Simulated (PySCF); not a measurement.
**C2H6O, SMILES `CCO`: what the electrons do**

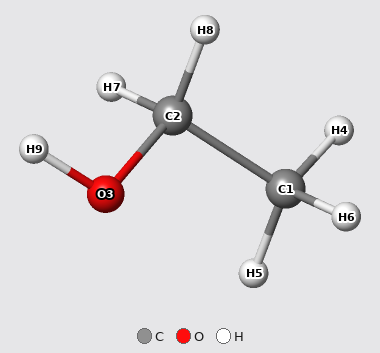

The molecule, with its atoms numbered as below. No frequency check shows the geometry to be a minimum.

Geometry (Å), atoms numbered from 1:

```
C1       1.2271   -0.2196   -0.0002
C2      -0.0890    0.5421   -0.0001
O3      -1.1470   -0.3940   -0.0002
H4       2.0611    0.4764    0.0010
H5       1.2860   -0.8510   -0.8813
H6       1.2846   -0.8526    0.8817
H7      -0.1481    1.1856   -0.8900
H8      -0.1494    1.1840    0.8918
H9      -1.9870    0.0750   -0.0002
```

Part 1: Bonding charge

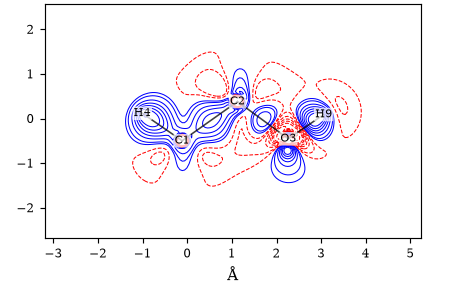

Deformation density (molecule less spherical, spin-averaged free atoms) in the plane of C1, C2, O3, H4 and H9; contours at ±0.05 to ±0.8 e/Å³; solid blue lines: gain, dashed red lines: loss.

PySCF calculation, PBE/def2-SVP, gas phase; geometry: GFN2-xTB.

Q: How much density has each bond in this plane gained at its critical point, relative to the free atoms?

A: O3–H9: +0.76 e/Å³ at the bond critical point (bond length 0.96 Å, Mayer order 1.0). C1–H4: +0.63 e/Å³ at the bond critical point (bond length 1.09 Å, Mayer order 1.0). C1–C2: +0.46 e/Å³ at the bond critical point (bond length 1.52 Å, Mayer order 1.1). C2–O3: +0.13 e/Å³ at the bond critical point (bond length 1.41 Å, Mayer order 1.1). In all, 1.8 electrons gather in the regions of gain relative to the promolecule. A small or negative value marks a very polar bond, one between electron-rich atoms, whose free-atom densities already overlap strongly, a long bond to a heavier atom, or a closed-shell contact such as a hydrogen bond.

Q: Where do the Hirshfeld charges lie?

A: The highest Hirshfeld charge is on H9 (+0.16 e), the lowest on O3 (−0.21 e).

```csv
atom,charge (e)
C1,−0.11
C2,+0.01
O3,−0.21
H4,+0.04
H5,+0.04
H6,+0.04
H7,+0.02
H8,+0.02
H9,+0.16
```

Part 2: Bond critical points

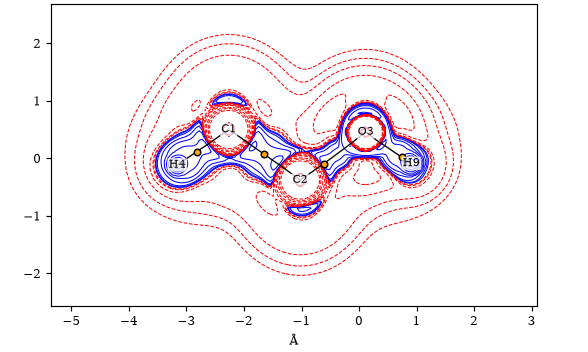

Negative Laplacian of the density (−∇²ρ) in the plane of C1, C2, O3, H4 and H9 (solid blue lines positive, dashed red lines negative, contours at ±0.02 to ±8 a.u.), with bond paths and bond critical points (dots).

Q: At which bond critical points in this plane is charge locally concentrated, and at which depleted?

A: Concentrated (∇²ρ < 0): O3–H9 (−2.16 a.u.); C1–H4 (−0.99 a.u.); C2–O3 (−0.50 a.u.); C1–C2 (−0.56 a.u.). At none is it depleted.

Q: Where along O3–H9 does the critical point lie?

A: 0.78 Å from O3 and 0.19 Å from H9.

Part 3: Local ionisation energy

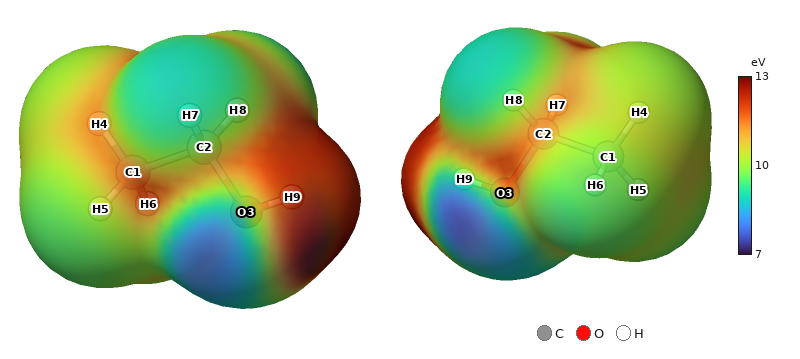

Average local ionisation energy on the surface of electron density 0.001 a.u. (back view left, front view right).

Q: Locate the minima of the map.

A: The lowest value is 7.7 eV, 1.8 Å from O3, and at like points elsewhere. Further minima include 8.9 eV, 1.4 Å from H8, and at like points elsewhere; 9.5 eV, 1.4 Å from H6, and at like points elsewhere. For comparison, the highest occupied orbital lies at −5.7 eV.

Part 4: Excited states

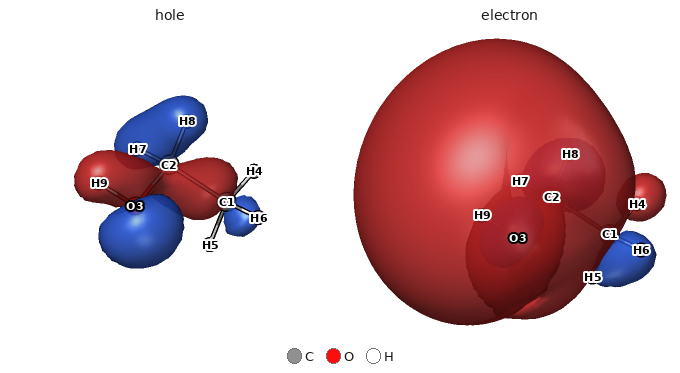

Leading natural transition orbital pair of S₅ (full linear response singlet states); the surfaces enclose about 78 % of each orbital's density.

Level of theory: LC-wPBE/6-311+G** (PySCF), at a geometry from GFN2-xTB.

Q: Where does the state lie, and where do hole and electron sit?

A: 8.92 eV (139 nm), f = 0.000 (very weak), partly diffuse acceptor orbital; the leading pair carries 98 %; hole on O3 (52 %), C2 (18 %) and C1 (10 %), electron on H9 (38 %), C2 (19 %) and O3 (15 %) (atom shares of so diffuse an orbital are rough); their centroids lie 1.4 Å apart; S₃ and S₄ lie within 0.1 eV of it. In canonical orbitals it is mainly HOMO−1 → LUMO (76 %). The HOMO–LUMO gap is 12.41 eV.

Part 5: In an electric field

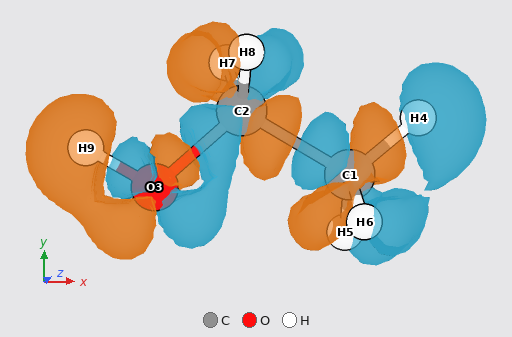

Change of the electron density in a uniform field of 0.21 V/Å, surfaces at ±0.002 e/Å³ (light blue: gain, orange: loss).

Method: HF/6-311+G**; geometry: GFN2-xTB; program: PySCF. The basis has diffuse s and p functions alone, which still leaves polarisabilities too small, most of all across bonds.

Q: Along which Cartesian direction does the field point?

A: Along −x: electrons gather on the +x side, against the field.

Q: How large is the response?

A: The induced dipole is 0.32 D (along the field); α along this axis, from the fields in both directions, is 31 bohr³ (4.6 Å³).

Q: Which atoms gain and lose the most charge?

A: Electrons gather most on H4 (Hirshfeld charge changes by −0.007 e) and leave H9 most (+0.007 e); 0.035 electrons are displaced in all.

Part 6: Localised orbitals

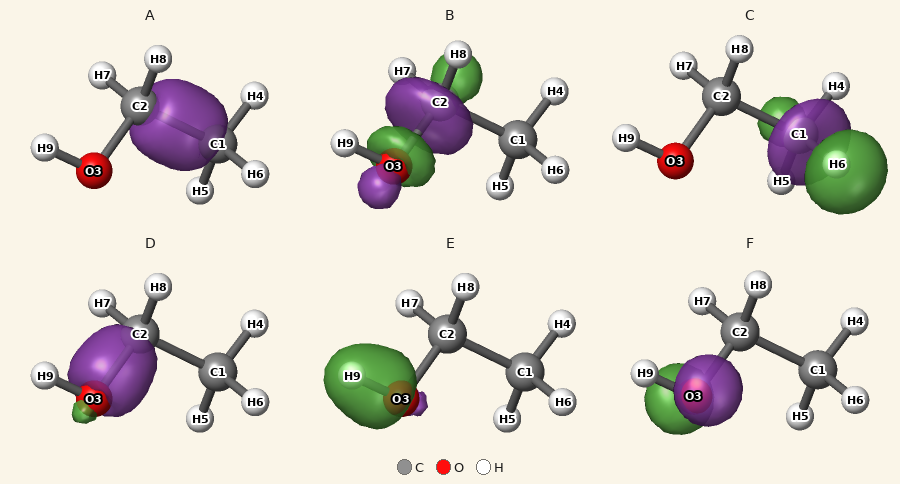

Intrinsic bond orbitals (IBO), occupied and valence-virtual; each surface holds about 70 % of the orbital's density. Energies are diagonal elements of the Fock matrix.

Computed with PySCF, BP86/6-31G*, geometry: GFN2-xTB.

Q: Name the orbitals, with their atomic make-up and energies.

A: By panel:
- A: σ bond C2–C1 (C2 50 %, C1 49 %; −12.7 eV)
- B: σ* orbital C2–O3, mostly on C2 (C2 62 %, O3 37 %; 6.8 eV)
- C: σ* orbital H6–C1 (H6 57 %, C1 42 %; 8.7 eV)
- D: σ bond O3–C2 (O3 63 %, C2 37 %; −16.8 eV)
- E: σ bond O3–H9 (O3 67 %, H9 33 %; −17.5 eV)
- F: lone pair on O3 (p-type) (O3 98 %; −6.4 eV)

Part 7: Stretching a bond

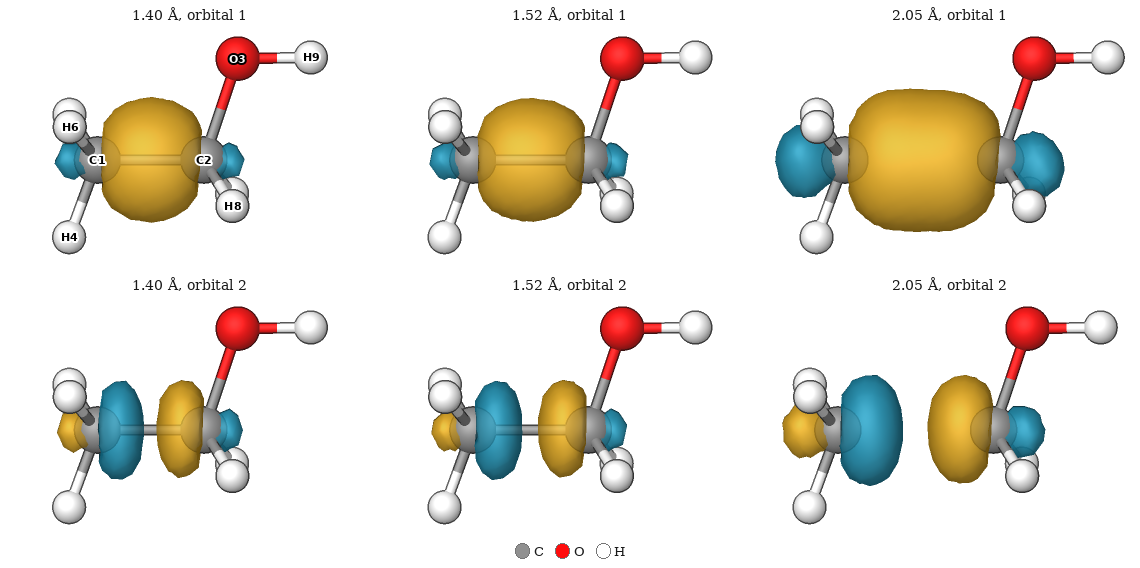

Rigid stretch of the C1–C2 bond. The two CASSCF(2,2) natural orbitals nearest half filling (orbital 1 the more occupied).

Level of theory: def2-SVP basis (PySCF), at a geometry from GFN2-xTB.

Q: How do the occupations change along the stretch?

A: 1.40 Å: 1.99 and 0.01; 1.52 Å: 1.98 and 0.02; 2.05 Å: 1.92 and 0.08. At the longest distance computed (4.26 Å) they are 1.09 and 0.91, and the effective number of unpaired electrons is 2.0.

Q: Where does the UHF solution part from RHF?

A: Between 2.05 Å (⟨S²⟩ = 0, the two coincide) and 2.36 Å (⟨S²⟩ = 0.57); at 4.26 Å ⟨S²⟩ is 1.01 and UHF lies 5.0 eV below RHF.

Q: How much energy does the stretch cost?

A: By CASSCF, 4.2 eV from the lowest point of the scan (1.52 Å) to 4.26 Å; RHF gives 8.7 eV from its own lowest point. The fragments aren't relaxed and dynamic correlation is missing, so this isn't a bond dissociation energy.
